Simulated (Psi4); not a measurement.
**singlet InHF+: levels of theory compared**

Aim: a comparison of 6 runs (BLYP/def2-TZVPP, PBE/def2-TZVPP, PBE0/def2-TZVPP, SVWN5/def2-TZVPP, TPSS/def2-TZVPP, revPBE/def2-TZVPP) of singlet InHF+. 

The calculation is run with Psi4 1.11.

1 further run of the same task is left out (set aside as unsound or not needed).

## (1) The structure to begin with

InHF+ has 3 atoms, charge +1, and is taken as a singlet. SMILES of the parent species: `[F][InH]`. Geometry: relaxed at PBE0-D4/def2-TZVP. That shape belongs to the parent species and isn't relaxed for this state.

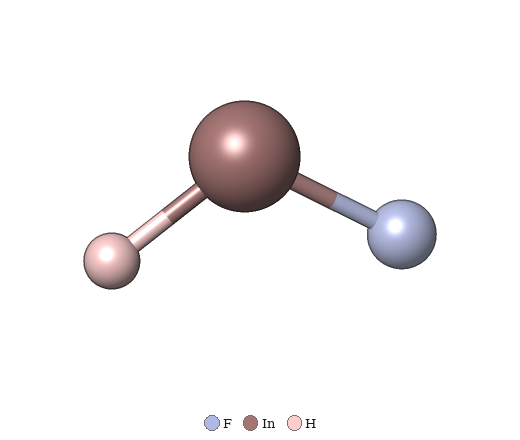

The structure, seen from a chosen angle (fluorine light blue, indium brown, hydrogen pink).

## (2) Energy and gradient at BLYP/def2-TZVPP (core potential) (run 1)

fhin.in reads:

```
memory 1600 mb

molecule m {
  1 1
  F      1.088400     0.989500     0.694300
  In    -0.522500     0.355100    -0.244800
  H     -0.576900    -1.409400    -0.462800
  symmetry c1
  no_reorient
  no_com
}

set basis def2-TZVPP
set puream true
set e_convergence 1e-09
set d_convergence 1e-08
set scf_type pk
set dft_radial_points 99
set dft_spherical_points 590

e_tot, wfn = gradient("blyp", return_wfn=True)
print_variables()
```

Run with:

```sh
psi4 fhin.in fhin.out -n 1
```

fhin.out:

```text
[...]
    !!!  WARNING: ECP capability is in beta. Please check occupations closely.  !!!
[...]
  Running in c1 symmetry.
[...]
  Nuclear repulsion =   58.542473673905178
[...]
  Multiplicity = 1
[...]
  Nalpha       = 15
  Nbeta        = 15
[...]
    Number of basis functions: 95
[...]
   @RKS iter   1:  -290.09330973828099   -5.19932e-01   7.30019e-03 ADIIS/DIIS
[...]
   @RKS iter  12:  -290.25750197886282   -1.64846e-12   8.07959e-09 DIIS
[...]
    Orbital Energies [Eh]
    ---------------------
    Doubly Occupied:
       1A    -24.472924     2A     -4.789909     3A     -3.232206
       4A     -3.230129     5A     -3.222175     6A     -1.236451
       7A     -0.994807     8A     -0.992037     9A     -0.987427
      10A     -0.985756    11A     -0.978855    12A     -0.643581
      13A     -0.560798    14A     -0.537355    15A     -0.534367
[...]
  @RKS Final Energy:  -290.25750197886282
   => Energetics <=
    Nuclear Repulsion Energy =             58.5424736739051781
    One-Electron Energy =                -583.5334638269428069
    Two-Electron Energy =                 261.9368668771314219
    DFT Exchange-Correlation Energy =     -27.2033787029566341
    Empirical Dispersion Energy =           0.0000000000000000
    VV10 Nonlocal Energy =                  0.0000000000000000
    Total Energy =                       -290.2575019788628197
[...]
 Multipole Moments:
 ------------------------------------------------------------------------------------
     Multipole            Electronic (a.u.)      Nuclear  (a.u.)        Total (a.u.)
 ------------------------------------------------------------------------------------
 L = 1.  Multiply by 2.5417464519 to convert [e a0] to [Debye]
 Dipole X            :          1.3526308           -3.3142017           -1.9615709
 Dipole Y            :        -27.8722917           28.2574527            0.3851610
 Dipole Z            :         -2.2391373            1.2190623           -1.0200750
 Magnitude           :                                                    2.2442510
[...]
  -Total Gradient:
     Atom            X                  Y                   Z
    ------   -----------------  -----------------  -----------------
       1        0.016999029903    -0.006528157003     0.008496720167
       2       -0.028731807776     0.017586919647    -0.013660844389
       3        0.011724226128    -0.011066548142     0.005158666718
[...]
```

Wall time 15 s (1 thread of Intel Xeon at 2.60GHz (Ice Lake), shared host); peak memory 0.73 GiB.

## (3) Energy and forces at PBE/def2-TZVPP (core potential) (run 2)

calc.inp reads:

```
memory 1600 MB

molecule system {
  1 1
  F
  In 1 r2
  H 2 r3 1 a3

  r2 = 1.969612
  r3 = 1.778748
  a3 = 113.7635
  units angstrom
  symmetry c1
}

set globals {
  basis def2-TZVPP
  reference rks
  puream true
  e_convergence 1e-09
  d_convergence 1e-08
  scf_type pk
  dft_radial_points 99
  dft_spherical_points 590
}

result, w = gradient("pbe", return_wfn=True)
```

Run with:

```sh
psi4 -i calc.inp -o calc.out -n 1
```

calc.out:

```text
[...]
    !!!  WARNING: ECP capability is in beta. Please check occupations closely.  !!!
[...]
  Running in c1 symmetry.
[...]
  Nuclear repulsion =   58.542469767678860
[...]
  Multiplicity = 1
[...]
  Nalpha       = 15
  Nbeta        = 15
[...]
    Number of basis functions: 95
[...]
   @RKS iter   1:  -290.04973544817102   -5.62840e-01   7.16978e-03 DIIS/ADIIS
[...]
   @RKS iter  13:  -290.20793146081547   -8.52651e-13   1.09994e-09 DIIS
[...]
    Orbital Energies [Eh]
    ---------------------
    Doubly Occupied:
       1A    -24.443122     2A     -4.789655     3A     -3.234399
       4A     -3.232065     5A     -3.223590     6A     -1.241688
       7A     -0.999615     8A     -0.997042     9A     -0.992123
      10A     -0.990506    11A     -0.983453    12A     -0.645199
      13A     -0.562584    14A     -0.538029    15A     -0.534989
[...]
  @RKS Final Energy:  -290.20793146081547
   => Energetics <=
    Nuclear Repulsion Energy =             58.5424697676788597
    One-Electron Energy =                -583.5755903151349457
    Two-Electron Energy =                 261.9769210564816149
    DFT Exchange-Correlation Energy =     -27.1517319698410020
    Empirical Dispersion Energy =           0.0000000000000000
    VV10 Nonlocal Energy =                  0.0000000000000000
    Total Energy =                       -290.2079314608154732
[...]
 Multipole Moments:
 ------------------------------------------------------------------------------------
     Multipole            Electronic (a.u.)      Nuclear  (a.u.)        Total (a.u.)
 ------------------------------------------------------------------------------------
 L = 1.  Multiply by 2.5417464519 to convert [e a0] to [Debye]
 Dipole X            :         -2.4961137            2.3639344           -0.1321792
 Dipole Y            :        -17.8859824           16.2089026           -1.6770798
 Dipole Z            :          0.0000000            0.0000000            0.0000000
 Magnitude           :                                                    1.6822806
[...]
  -Total Gradient:
     Atom            X                  Y                   Z
    ------   -----------------  -----------------  -----------------
       1        0.012476879092     0.021444755314    -0.000000000116
       2       -0.028570885501    -0.029455256996     0.000000000085
       3        0.016098433797     0.007999937964     0.000000000031
[...]
```

It took 15 s on 1 thread of Intel Xeon at 2.60GHz (Ice Lake), shared host; peak memory 0.73 GiB.

Runs 3 to 4 aren't shown in full; the table further down has their settings and results.

## (4) Energy and forces at TPSS/def2-TZVPP (core potential) (run 5)

job.json reads:

```json
{
  "schema_name": "qcschema_input",
  "schema_version": 1,
  "molecule": {
    "schema_name": "qcschema_molecule",
    "schema_version": 2,
    "symbols": ["F", "In", "H"],
    "geometry": [2.05677791, 1.869884, 1.31203685, -0.9873819, 0.67104175, -0.46260496, -1.090183, -2.66338, -0.87456525],
    "molecular_charge": 1,
    "molecular_multiplicity": 1,
    "fix_symmetry": "c1"
  },
  "driver": "gradient",
  "model": {
    "method": "tpss",
    "basis": "def2-TZVPP"
  },
  "keywords": {
    "puream": true,
    "e_convergence": 1e-09,
    "d_convergence": 1e-08,
    "scf_type": "pk",
    "dft_radial_points": 99,
    "dft_spherical_points": 590,
    "scf_properties": ["QUADRUPOLE", "LOWDIN_CHARGES", "MAYER_INDICES"]
  }
}
```

Run with:

```sh
psi4 --qcschema job.json -n 1 --memory 1600MB
```

stdout:

```text
[...]
    !!!  WARNING: ECP capability is in beta. Please check occupations closely.  !!!
[...]
  Running in c1 symmetry.
[...]
  Nuclear repulsion =   58.542473716129464
[...]
  Multiplicity = 1
[...]
  Nalpha       = 15
  Nbeta        = 15
[...]
    Number of basis functions: 95
[...]
   @RKS iter   1:  -290.06690979159612   -5.79545e-01   7.27589e-03 ADIIS/DIIS
[...]
   @RKS iter  13:  -290.23136188409660    9.66338e-13   1.30223e-09 DIIS
[...]
    Orbital Energies [Eh]
    ---------------------
    Doubly Occupied:
       1A    -24.594448     2A     -4.821208     3A     -3.257860
       4A     -3.255262     5A     -3.246539     6A     -1.264509
       7A     -1.003212     8A     -1.001156     9A     -0.995681
      10A     -0.994476    11A     -0.987166    12A     -0.645189
      13A     -0.563622    14A     -0.540738    15A     -0.537545
[...]
  @RKS Final Energy:  -290.23136188409660
   => Energetics <=
    Nuclear Repulsion Energy =             58.5424737161294644
    One-Electron Energy =                -583.5896369940268187
    Two-Electron Energy =                 262.0066369944998428
    DFT Exchange-Correlation Energy =     -27.1908356006991383
    Empirical Dispersion Energy =           0.0000000000000000
    VV10 Nonlocal Energy =                  0.0000000000000000
    Total Energy =                       -290.2313618840966001
[...]
 Multipole Moments:
 ------------------------------------------------------------------------------------
     Multipole            Electronic (a.u.)      Nuclear  (a.u.)        Total (a.u.)
 ------------------------------------------------------------------------------------
 L = 1.  Multiply by 2.5417464519 to convert [e a0] to [Debye]
 Dipole X            :        -17.7816159           16.1020079           -1.6796079
 Dipole Y            :         -3.3470493            3.0069949           -0.3400544
 Dipole Z            :          0.0000000           -0.0000000            0.0000000
 Magnitude           :                                                    1.7136860
 L = 2.  Multiply by 1.3450342976 to convert [e a0^2] to [Debye ang]
 Quadrupole XX       :       -107.1759529           88.2515345          -18.9244185
 Quadrupole XY       :        -34.6199461           33.1009702           -1.5189759
[...]
  -Total Gradient:
     Atom            X                  Y                   Z
    ------   -----------------  -----------------  -----------------
       1        0.027863696601    -0.004103405347    -0.000000000001
       2       -0.040911489699     0.019130240076     0.000000000001
       3        0.013040092577    -0.015035444983     0.000000000000
[...]
```

The result, in JSON:

```text
{
 "driver": "gradient",
 "model": {
  "method": "tpss",
  "basis": "def2-TZVPP"
 },
 "success": true,
 "return_result": [0.027863696600700122, -0.004103405347499006, -8.800860151538206e-13, -0.040911489699041875, 0.01913024007605206, 5.783496017600239e-13, 0.013040092576852003, -0.015035444982548052, 1.7655478385881236e-13],
 "properties": {
  "calcinfo_nbasis": 95,
  "calcinfo_nmo": 95,
  "calcinfo_nalpha": 15,
  "calcinfo_nbeta": 15,
  "calcinfo_natom": 3,
  "nuclear_repulsion_energy": 58.542473716129464,
  "return_energy": -290.2313618840966,
  "return_gradient": [0.027863696600700122, -0.004103405347499006, -8.800860151538206e-13, -0.040911489699041875, 0.01913024007605206, 5.783496017600239e-13, 0.013040092576852003, -0.015035444982548052, 1.7655478385881236e-13],
  "scf_one_electron_energy": -583.5896369940268,
  "scf_two_electron_energy": 262.00663699449984,
  "scf_xc_energy": -27.19083560069914,
  "scf_dipole_moment": [-1.6796079253063638, -0.3400543684633912, 9.693355644320817e-11],
  "scf_total_energy": -290.2313618840966,
  "scf_total_gradient": [0.027863696600700122, -0.004103405347499006, -8.800860151538206e-13, -0.040911489699041875, 0.01913024007605206, 5.783496017600239e-13, 0.013040092576852003, -0.015035444982548052, 1.7655478385881236e-13],
  "scf_iterations": 13
 }
}
```

Run time: 32 s. Hardware: 1 thread of Intel Xeon at 2.60GHz (Ice Lake), shared host; peak memory 0.82 GiB.

## (5) Energy and forces at revPBE/def2-TZVPP (core potential) (run 6)

fhin.in reads:

```
memory 1600 MB

molecule system {
  1 1
  F      1.088400     0.989500     0.694300
  In    -0.522500     0.355100    -0.244800
  H     -0.576900    -1.409400    -0.462800
  units angstrom
  symmetry c1
  no_reorient
  no_com
}

set {
  basis                def2-TZVPP
  reference            rks
  puream               true
  e_convergence        1e-09
  d_convergence        1e-08
  scf_type             pk
  dft_radial_points    99
  dft_spherical_points 590
}

e, wfn = gradient('revpbe', return_wfn=True)
oeprop(wfn, 'QUADRUPOLE', 'DIPOLE', 'WIBERG_LOWDIN_INDICES', title='REVPBE')
print_variables()
```

Run with:

```sh
psi4 -n 1 fhin.in fhin.out
```

fhin.out:

```text
[...]
    !!!  WARNING: ECP capability is in beta. Please check occupations closely.  !!!
[...]
  Running in c1 symmetry.
[...]
  Nuclear repulsion =   58.542473673905178
[...]
  Multiplicity = 1
[...]
  Nalpha       = 15
  Nbeta        = 15
[...]
    Number of basis functions: 95
[...]
   @RKS iter   1:  -290.16669348876405   -5.30849e-01   7.10963e-03 DIIS/ADIIS
[...]
   @RKS iter  12:  -290.32351518599626   -6.36646e-12   9.25987e-09 DIIS
[...]
    Orbital Energies [Eh]
    ---------------------
    Doubly Occupied:
       1A    -24.452320     2A     -4.789689     3A     -3.234504
       4A     -3.232004     5A     -3.223387     6A     -1.241264
       7A     -0.998394     8A     -0.996004     9A     -0.990796
      10A     -0.989327    11A     -0.982165    12A     -0.641091
      13A     -0.559179    14A     -0.534397    15A     -0.531405
[...]
  @RKS Final Energy:  -290.32351518599626
   => Energetics <=
    Nuclear Repulsion Energy =             58.5424736739051781
    One-Electron Energy =                -583.6261717043887529
    Two-Electron Energy =                 262.0424691190656290
    DFT Exchange-Correlation Energy =     -27.2822862745783112
    Empirical Dispersion Energy =           0.0000000000000000
    VV10 Nonlocal Energy =                  0.0000000000000000
    Total Energy =                       -290.3235151859962571
[...]
  -Total Gradient:
     Atom            X                  Y                   Z
    ------   -----------------  -----------------  -----------------
       1        0.018687893699    -0.006118879016     0.009453929571
       2       -0.030626278524     0.018056303676    -0.014635357425
       3        0.011930660484    -0.011945232048     0.005176415535
[...]
 Multipole Moments:
 ------------------------------------------------------------------------------------
     Multipole            Electronic (a.u.)      Nuclear  (a.u.)        Total (a.u.)
 ------------------------------------------------------------------------------------
 L = 1.  Multiply by 2.5417464519 to convert [e a0] to [Debye]
 Dipole X            :          1.3336109           -3.3142017           -1.9805908
 Dipole Y            :        -27.8233501           28.2574527            0.4341026
 Dipole Z            :         -2.2441942            1.2190623           -1.0251319
 Magnitude           :                                                    2.2720212
 L = 2.  Multiply by 1.3450342976 to convert [e a0^2] to [Debye ang]
 Quadrupole XX       :        -76.0195880           59.7349009          -16.2846871
 Quadrupole XY       :        -26.2719281           23.6029327           -2.6689954
[...]
```

It took 16 s on 1 thread of Intel Xeon at 2.60GHz (Ice Lake), shared host; peak memory 0.73 GiB.

## (6) Overview of the runs

| run | level | task | energy (Eh) | HOMO energy (eV) | LUMO energy (eV) | HOMO–LUMO gap (eV) | wall time |
| --- | --- | --- | --- | --- | --- | --- | --- |
| 1 | BLYP/def2-TZVPP (core potential) | gradient | -290.257502 | -14.54 | -12.00 | 2.54 | 15 s |
| 2 | PBE/def2-TZVPP (core potential) | gradient | -290.207931 | -14.56 | -11.94 | 2.61 | 15 s |
| 3 | PBE0/def2-TZVPP (core potential) | gradient | -290.196949 | -16.23 | -11.11 | 5.12 | 16 s |
| 4 | SVWN5/def2-TZVPP (core potential) | energy | -289.338150 | -14.81 | -12.19 | 2.62 | 7.2 s |
| 5 | TPSS/def2-TZVPP (core potential) | gradient | -290.231362 | -14.63 | -11.79 | 2.83 | 32 s |
| 6 | revPBE/def2-TZVPP (core potential) | gradient | -290.323515 | -14.46 | -11.84 | 2.62 | 16 s |

## (7) What came out

| quantity | value |
| --- | --- |
| run 6: total energy | -290.32352 Eh |
| run 6: HOMO energy | -14.46 eV |
| run 6: LUMO energy | -11.84 eV |
| run 6: HOMO–LUMO gap | 2.62 eV |
| run 6: largest force on an atom | 1.977 eV/Å |

The HOMO–LUMO gap runs from 2.54 eV (BLYP/def2-TZVPP) to 5.12 eV (PBE0/def2-TZVPP). Totals of different functionals can't be ranked against each other. All runs together took 1.7 min, the longest 32 s.
